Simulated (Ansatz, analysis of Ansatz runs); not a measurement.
# A hop of Li in Li2SnF6 (P-31m): barrier against cell size

Aim: the barrier of one jump in Li2SnF6 (P-31m) (V_Li hop (2.9 Å), charge −1) in cells of several sizes and samplings, and what each costs. The smallest model is a cell of 36 host atoms with 1 Li taken out.

Method: plane-wave PAW DFT, PBEsol; nudged elastic band between two relaxed defect structures at fixed charge in a uniform background, in Ansatz 0.2.0.

### Step 1. Starting point

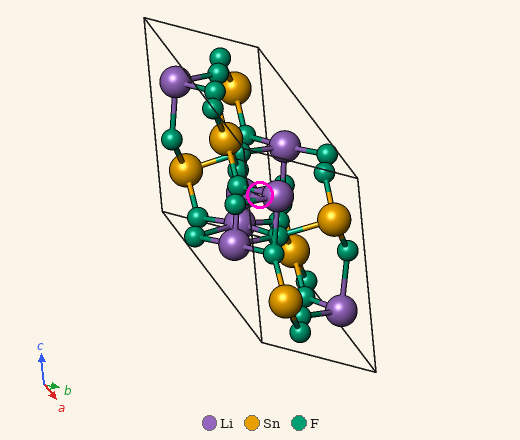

The starting structure, seen slightly off an axis (lithium purple, tin orange, fluorine teal). A ring marks the centre wherever it is empty. Some periodic images of atoms are drawn too.

The cell holds 35 atoms: 7 Li, 4 Sn and 24 F. Cell: a = 9.733 Å, b = 9.733 Å, c = 6.743 Å, α = 108.5°, β = 108.5°, γ = 124.1°. It derives from Li2SnF6 (space group P-31m). Nearest the centre at fractional (0.500, 0.250, 0.250): Li1 at 1.26 Å, F34 at 1.45 Å, F28 at 1.49 Å, F21 at 2.46 Å, F18 at 2.46 Å, F27 at 2.54 Å, F12 at 2.55 Å, F24 at 3.20 Å. The cell carries charge −1.

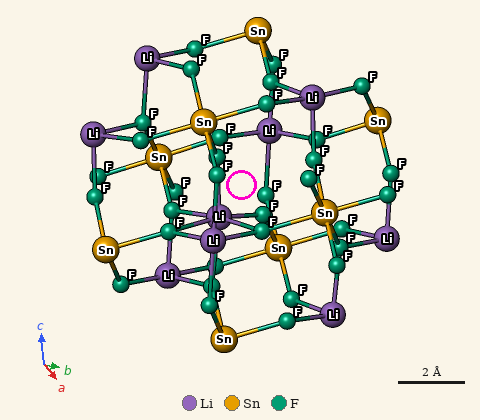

The atoms within 5 Å of the centre. A ring marks the centre wherever it is empty.

The cell's shortest repeat is 6.7 Å.

### Step 2. The band in the smallest cell

In each cell both ends are relaxed first and a climbing-image band joins them. Strain fields of neighbouring copies, and their charges if any, can act otherwise on the top of the path than on its ends, so the barrier may drift with size.

qm1_c36k1s.neb/input.yaml

```yaml
crystal:
  lattice:
    - [-7.44450285, 4.29808567, 4.5647028]
    - [7.44450285, -4.29808567, 4.5647028]
    - [2.48150092, 4.29808573, -4.5647028]
  atoms:
    - { symbol: Li, position: [0.42563436, 0.10317324, 0.02923758] }
    - { symbol: Li, position: [0.42546415, 0.57270189, 0.49939831] }
    - { symbol: Li, position: [0.91584507, 0.08248238, 0.49942782] }
    - { symbol: Li, position: [0.89514258, 0.57272663, -0.03031752] }
    - { symbol: Li, position: [0.08320909, 0.41714071, 0.00154524] }
    - { symbol: Li, position: [0.08298908, 0.91539433, 0.49943856] }
    - { symbol: Li, position: [0.58112926, 0.91504049, -0.00267715] }
    - { symbol: Sn, position: [-0.0021105, 0.00031201, -0.00061036] }
    - { symbol: Sn, position: [0.00218721, 0.50196981, 0.50118947] }
    - { symbol: Sn, position: [0.49636671, -0.00388651, 0.49771824] }
    - { symbol: Sn, position: [0.49980329, 0.49849059, -0.00054404] }
    - { symbol: F, position: [0.27642319, 0.28521454, 0.32292467] }
    - { symbol: F, position: [0.2943068, 0.79107081, 0.82582678] }
    - { symbol: F, position: [0.78727477, 0.2864588, 0.82360009] }
    - { symbol: F, position: [0.78980661, 0.79231784, 0.32744591] }
    - { symbol: F, position: [0.20596141, 0.20848739, 0.67143795] }
    - { symbol: F, position: [0.207259, 0.70399877, 0.17309927] }
    - { symbol: F, position: [0.7118472, 0.21104576, 0.17531745] }
    - { symbol: F, position: [0.71298805, 0.72174925, 0.67594053] }
    - { symbol: F, position: [0.1264818, 0.46244934, 0.33686647] }
    - { symbol: F, position: [0.12643702, 0.96533664, 0.8370611] }
    - { symbol: F, position: [0.62645199, 0.46428677, 0.84298827] }
    - { symbol: F, position: [0.62616942, 0.96107118, 0.33728443] }
    - { symbol: F, position: [0.37189589, 0.03366879, 0.66412856] }
    - { symbol: F, position: [0.37254881, 0.53654984, 0.16143715] }
    - { symbol: F, position: [0.8676287, 0.03432691, 0.16157945] }
    - { symbol: F, position: [0.88771173, 0.54456186, 0.67284784] }
    - { symbol: F, position: [0.45379419, 0.11062855, 0.32610605] }
    - { symbol: F, position: [0.46169568, 0.62567894, 0.83738696] }
    - { symbol: F, position: [0.96389381, 0.1305937, 0.83723261] }
    - { symbol: F, position: [0.96467902, 0.62645091, 0.33479112] }
    - { symbol: F, position: [0.0372334, 0.37216848, 0.66162316] }
    - { symbol: F, position: [0.03292455, 0.87183963, 0.16181417] }
    - { symbol: F, position: [0.53392841, 0.37181246, 0.15592131] }
    - { symbol: F, position: [0.53588211, 0.87183007, 0.66206899] }
total_charge: -1
basis:
  ecutwfc: 420
  xc_grid: 2
hamiltonian:
  xc: pbesol
kpoints:
  mp_grid: { grid: [1, 1, 1], shift: [0.25, 0.25, 0.25] }
scf:
  occupations: { method: fixed }
  max_iter: 120
output:
  forces: true
neb:
  images: 3
  f_tol: 0.04
  climbing: true
  initial_path: idpp
  max_iterations: 45
  order_check: false
  final_atoms:
    - { symbol: Li, position: [0.57139212, 0.39268584, 0.46701503] }
    - { symbol: Li, position: [0.41598666, 0.58091882, 0.49916663] }
[... 8 atom lines left out ...]
    - { symbol: Sn, position: [0.50098629, 0.50011328, -0.00098065] }
    - { symbol: F, position: [0.28536138, 0.28505857, 0.32142994] }
    - { symbol: F, position: [0.28410108, 0.77448324, 0.82103334] }
[... 4 atom lines left out ...]
    - { symbol: F, position: [0.72066003, 0.21101947, 0.17378132] }
    - { symbol: F, position: [0.70289652, 0.70508658, 0.67084509] }
[... 1 atom line left out ...]
    - { symbol: F, position: [0.10957347, 0.95162406, 0.82417972] }
    - { symbol: F, position: [0.62543807, 0.46264764, 0.83256469] }
[... 1 atom line left out ...]
    - { symbol: F, position: [0.37102076, 0.03204193, 0.65416655] }
[... 2 atom lines left out ...]
    - { symbol: F, position: [0.8705641, 0.53057648, 0.65955335] }
    - { symbol: F, position: [0.4629883, 0.12402634, 0.34058508] }
[... 5 atom lines left out ...]
    - { symbol: F, position: [0.54340491, 0.38544254, 0.170479] }
    - { symbol: F, position: [0.53547469, 0.87038418, 0.65940837] }
```

Run with:

```bash
$ ansatz run input.yaml --threads 4 --pin off --max-ram 14131MiB --backend cpu --events-out ev --progress --plain --runs-dir out
```

Numbers of over 12 decimals in the logs are rounded to 6 here.

The log of the run:

```text
[... repeated set-up lines and file paths are left out, and long positions are rounded to six places ...]
Warning: neb: disabling space-group detection — the band's intermediate images generally break the endpoint symmetry, so the full k-mesh is solved, and no spatial operation symmetrises the density, except that a semilocal band can use its path's symmetry [...]
Engine: ansatz 0.2.0, aarch64-unknown-linux-gnu
Pseudopotentials: kind: paw
Pseudopotential: Li, paw, valence charge 3, recommended cutoff 420 eV (normal), Li.paw.azcp
Pseudopotential: Sn, paw, valence charge 14, recommended cutoff 420 eV (normal), Sn.paw.azcp
Pseudopotential: F, paw, valence charge 7, recommended cutoff 420 eV (normal), F.paw.azcp
Functional definition: PBEsol
  exchange = pbesol_x
  correlation = pbesol_c
parallel-image band execution: 3 concurrent image workers
NEB image 0
Crystal: 35 atoms, lattice volume = 389.486 Å³
Basis set: ecut = 420 eV, 7631 PW (Γ), exchange–correlation on 144×144×96 points (8 copies of the dense FFT grid, shifted against one another)
Bands: 158, of which v1, the nominal top of the filled ones, is band 123 counted from 1 (122 counted from 0)
Symmetry: 1 space group operations
k-points: 1
Non-local potential: Li, projectors of the file, l = 0: 3, l = 1: 2, l = 2: 1
Non-local potential: Sn, projectors of the file, l = 0: 2, l = 1: 2, l = 2: 2, l = 3: 2
Non-local potential: F, projectors of the file, l = 0: 2, l = 1: 2, l = 2: 1
PAW form: soft (Blöchl's): semilocal exchange-correlation on the pseudo side does not see the compensation charge
PAW frozen core: Sn, regenerated for the run's functional, and the local potential with it (the file was generated under x = pbe(κ = 0.804, μ = 0.219515), c = pbe(β = 0.066725))
PAW frozen core: F, regenerated for the run's functional, and the local potential with it (the file was generated under x = pbe(κ = 0.804, μ = 0.219515), c = pbe(β = 0.066725))
PAW one-centre angular grid: Li, 110 points (default); XC on 64 Gauss nodes
PAW one-centre angular grid: Sn, 590 points (default); XC on 64 Gauss nodes
PAW one-centre angular grid: F, 110 points (default); XC on 64 Gauss nodes
Initial density: superposition of atomic densities (neutral atoms scaled as one to the charged cell's electrons: chi_scale 0, normalization atom), corrected by the library's trained network
Initial wavefunctions: pseudopotential atomic-orbital guess
Functional: x = pbesol(κ = 0.804, μ = 0.123457), c = pbesol(β = 0.046)
SCF iter   1: F=—  HF=-44454.153338 eV  |F-HF|=—  |Δ(HF+E_count)|=         —  Δρ=2.56e-2  dr2=1.51e0  ethr=1.77e-3  ⟨swp⟩=5.0  Hψ=519  notcnv=0  defer=32
preconditioner: auto → Resta (q_TF=auto, 2.527 Å⁻¹)  ε∞=3.0  [insulator: Δε(μ)=5.889 eV  Ē_g=20.516 eV  n_scr=102 (ndim 8)  ℏωp=28.7 eV  f_vac=0.066  ε∞_Penn≈3.0]
[...]
atom   2  Li    -0.00487587     0.00469022     0.00256472
  [... 9 atoms left out ...]
  atom  12  F     -0.00216677    -0.00503677     0.00350261
  atom  13  F      0.00156429     0.00002065     0.00968725
  [... 4 atoms left out ...]
  atom  18  F      0.02064290     0.00719614    -0.01048600
  [... 2 atoms left out ...]
  atom  21  F     -0.00224149     0.00136153     0.00717114
  atom  22  F      0.00127221    -0.00104141     0.00009112
  [... 1 atom left out ...]
  atom  24  F     -0.00029932    -0.00334032    -0.01232035
  [... 2 atoms left out ...]
  atom  27  F      0.00247411     0.02166845     0.00407816
  atom  28  F     -0.00037857     0.00202309     0.00526571
  [... 5 atoms left out ...]
  atom  34  F     -0.00724744     0.01019278    -0.00220330
  [... 1 atom left out ...]
  max |Σ_I F_I| component: 3.05e-5 eV/Å
--- Band table (eV) ---
  k-point 0: bands = ["-38.5889", "-38.5459", "-38.5382", "-38.5195", [... 150 left out ...] "16.9432", "16.9492", "17.0976", "17.2497"]
this run last wrote the band of iteration 10 to <dir>
--- NEB band (5 images, 10 band iterations, 248 SCF iterations) ---
  forward barrier  = 0.377686 eV
  backward barrier = 0.377740 eV
  climbing image's point = of an order that was not read
  energies are F+E_penalty+E_count in eV, relative to image 0
  image     s (Å)  Δ vs image 0  max|band force component| (eV/Å)
      0    0.0000      0.000000                                 —
      1    0.7828      0.263898                          1.218e-2
  *   2    1.5656      0.377686                          3.502e-2
      3    2.2764      0.235441                          1.763e-2
      4    2.9872     -0.000055                                 —
  climbing-image geometry (image 2):
  cell:  # Å, volume = 389.4861 Å³
    - [-7.44450285, 4.29808567, 4.5647028]
    - [7.44450285, -4.29808567, 4.5647028]
    - [2.48150092, 4.29808573, -4.5647028]
  atoms:
    - { symbol: Li, position: [0.590069, 0.295447, 0.311298] }
    - { symbol: Li, position: [0.422779, 0.571065, 0.488873] }
    - { symbol: Li, position: [0.912293, 0.077346, 0.496200] }
    - { symbol: Li, position: [0.898330, 0.575397, -0.018581] }
    - { symbol: Li, position: [0.077081, 0.409933, -0.007461] }
    - { symbol: Li, position: [0.098542, 0.924780, 0.523504] }
    - { symbol: Li, position: [0.582781, 0.926494, 0.002940] }
    - { symbol: Sn, position: [-0.006109, -0.003498, -0.003509] }
    - { symbol: Sn, position: [0.018164, 0.508280, 0.509988] }
    - { symbol: Sn, position: [0.490164, -0.012911, 0.497616] }
    - { symbol: Sn, position: [0.494945, 0.502632, -0.013062] }
    - { symbol: F, position: [0.276347, 0.282856, 0.318908] }
    - { symbol: F, position: [0.297554, 0.787296, 0.836721] }
    - { symbol: F, position: [0.782331, 0.281781, 0.818696] }
    - { symbol: F, position: [0.784363, 0.791852, 0.318658] }
    - { symbol: F, position: [0.203984, 0.209291, 0.665398] }
    - { symbol: F, position: [0.200173, 0.695420, 0.167163] }
    - { symbol: F, position: [0.719508, 0.223238, 0.193373] }
    - { symbol: F, position: [0.707052, 0.715385, 0.673329] }
[...]
- { symbol: F, position: [0.038059, 0.368847, 0.661339] }
    - { symbol: F, position: [0.025880, 0.867020, 0.159415] }
    - { symbol: F, position: [0.527267, 0.381919, 0.152750] }
    - { symbol: F, position: [0.534974, 0.866837, 0.663394] }
[key lines of the parts left out:]
SCF converged after 7 iterations
Free energy (F): -44453.288279 eV
Fermi energy:    1.732872 eV
```

The job ended after 2.2 min (4 threads of Arm Neoverse V1, shared host; peak memory 1.6 GiB; 6.4 min of CPU time).

In the SCF lines HF is the Harris–Foulkes energy and dr2 the Hartree energy of the density residual, in eV; the loop may stop once dr2 is under the threshold and the program's other checks hold. Hψ counts applications of the Hamiltonian.

The path, image by image:

```tsv
image	path (Å)	energy (eV)	Li1: x, y, z (Å)
0	0.000	0.0000	-2.328, 1.512, 2.280
1	0.783	0.2639	-1.907, 2.038, 2.472
2	1.566	0.3777	-1.421, 2.604, 2.621
3	2.276	0.2354	-0.768, 2.689, 2.435
4	2.987	-0.0001	-0.171, 2.775, 2.269
```

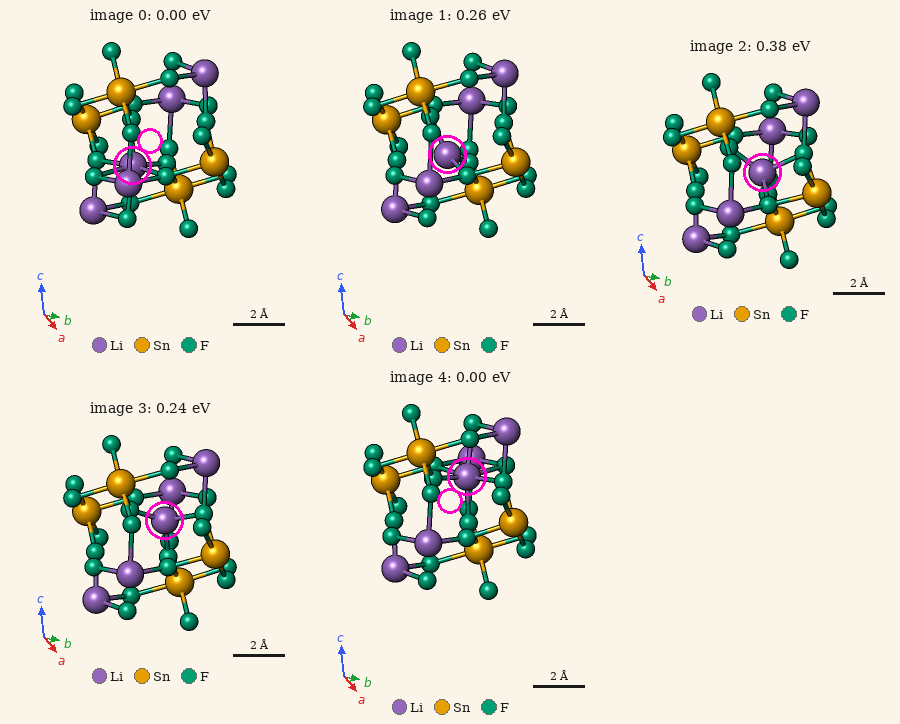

Images along the path; Li1 is ringed. A ring with no atom in it marks the empty centre.

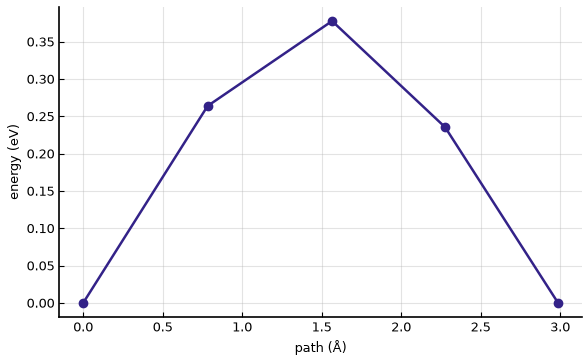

Energy along the path.

### Step 3. The series

The other cells are run alike, on 4 threads of Arm Neoverse V1, shared host.

```tsv
host atoms	shortest repeat (Å)	k-points	forward (eV)	backward (eV)	hop length (Å)	iterations	time of the band	peak memory (GiB)
36	6.7	one point at (¼, ¼, ¼)	0.378	0.378	2.50	10	2.2 min	1.6
54	8.6	one point at (¼, ¼, ¼)	0.384	0.384	2.54	10	5.1 min	2.5
108	9.9	one point at (¼, ¼, ¼)	0.348	0.348	2.50	10	25 min	7.4
```

Energies along each band (eV from the start):

```tsv
host atoms	k-points	energies
36	one point at (¼, ¼, ¼)	0.000, 0.264, 0.378, 0.235, 0.000
54	one point at (¼, ¼, ¼)	0.000, 0.247, 0.384, 0.238, 0.000
108	one point at (¼, ¼, ¼)	0.000, 0.211, 0.348, 0.212, 0.000
```

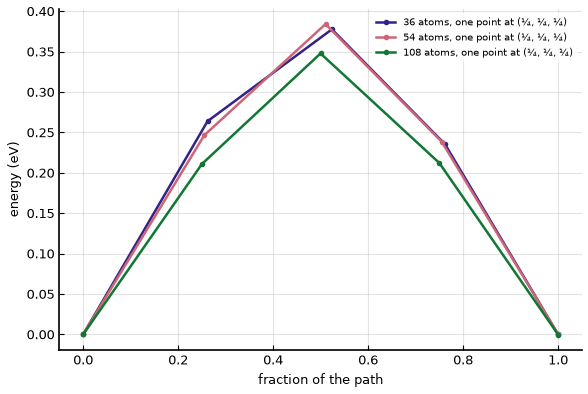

The bands, by cell.

### Step 4. Outcome

```
barrier, 36 atoms, one point at (¼, ¼, ¼)  : 0.378 eV
barrier, 54 atoms, one point at (¼, ¼, ¼)  : 0.384 eV
barrier, 108 atoms, one point at (¼, ¼, ¼) : 0.348 eV
```

**Reading.** The largest cell gives a barrier of 0.35 eV and the first set-up 0.38 eV; over the series the values spread by 0.04 eV. The last two differ by 0.036 eV, so the series has not settled. From 36 atoms on it stays within 0.05 eV of the last value, at 8.6 % of the last band's time. One k-point samples cells of unlike shape differently, so the spread mixes size with sampling. The time of one iteration grows about as the number of atoms to the power 2.2, on shared hosts. No image-charge correction is applied. The order of the top as a saddle was not checked for all atoms, so a bent path could be lower. Keep in mind: one k-point off the zone centre stands for the whole zone; spin–orbit coupling, which can matter with heavy atoms, is left out.

[Logs are printed without paths, hosts, clocks, repeated set-up lines and the standing remarks that a program may print on its own settings, such as how far it seeks lower states.]

[Hosts, paths, dates, database ids (printed as entryN), source tags and the programs' standing remarks are cut or masked in the printed files.]
